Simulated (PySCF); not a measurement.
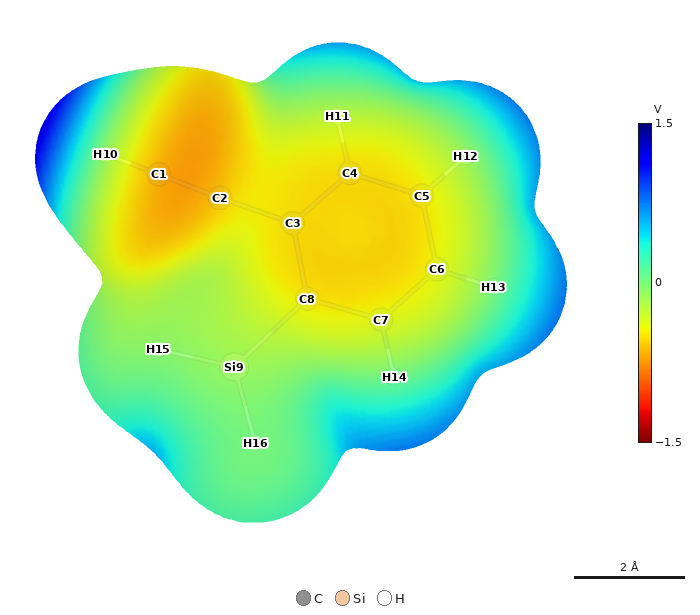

Figure. C8H7Si (SMILES C#Cc1ccccc1[SiH2]) (doublet). The electrostatic potential painted on the density surface at 0.001 e/bohr³, seen at a tilt; red is negative and blue positive.

Geometry: GFN2-xTB.

All numbers below come from UKS B3LYP, pcH-1 on C H Si, non-relativistic, mean-field spin-orbit, GIAO in PySCF 2.14.0, density-fitted response routines.

```yaml
atoms:
  - { symbol: C, position_ang: [2.4804, -2.0069, -0.3506] }
  - { symbol: C, position_ang: [1.4669, -1.3715, -0.2268] }
  - { symbol: C, position_ang: [0.2522, -0.6675, -0.0820] }
  - { symbol: C, position_ang: [-0.9429, -1.3794, -0.0766] }
  - { symbol: C, position_ang: [-2.1526, -0.7270, 0.0653] }
  - { symbol: C, position_ang: [-2.1739, 0.6594, 0.2060] }
  - { symbol: C, position_ang: [-1.0011, 1.3760, 0.2008] }
  - { symbol: C, position_ang: [0.2496, 0.7454, 0.0564] }
  - { symbol: Si, position_ang: [1.7918, 1.7316, 0.0503] }
  - { symbol: H, position_ang: [3.3693, -2.5535, -0.4570] }
  - { symbol: H, position_ang: [-0.9105, -2.4549, -0.1847] }
  - { symbol: H, position_ang: [-3.0753, -1.2879, 0.0682] }
  - { symbol: H, position_ang: [-3.1188, 1.1722, 0.3182] }
  - { symbol: H, position_ang: [-1.0322, 2.4520, 0.3095] }
  - { symbol: H, position_ang: [3.1066, 1.1488, -0.0898] }
  - { symbol: H, position_ang: [1.6828, 3.1721, 0.1813] }
```

Q: Where is the surface potential most negative and most positive?

A: The most negative region (about −0.7 V, or −16 kcal/mol for a unit charge) lies over C1 and C2, the most positive (about +1.2 V, or +28 kcal/mol for a unit charge) over H10.
